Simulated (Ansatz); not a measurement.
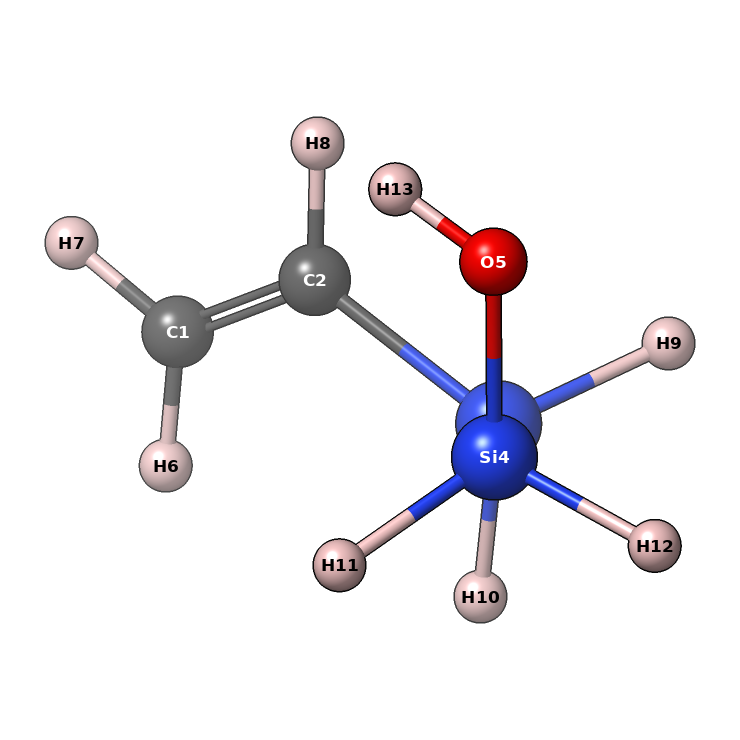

Si3 lies behind Si4. The molecule seen nearly along the Si4–Si3 bond, Si4 in front. Depth is shown by fading: the farther an atom, the more it takes the colour of the background. The geometry was computed by an optimisation with PBE-D4/def2-SVP. No frequency run is at hand to confirm it as a minimum.

What is the torsion angle O5–Si4–Si3–C2? The sign is positive where the front bond must turn clockwise to cover the back bond.

−54°, synclinal (gauche). The bonds about Si4–Si3 are staggered.
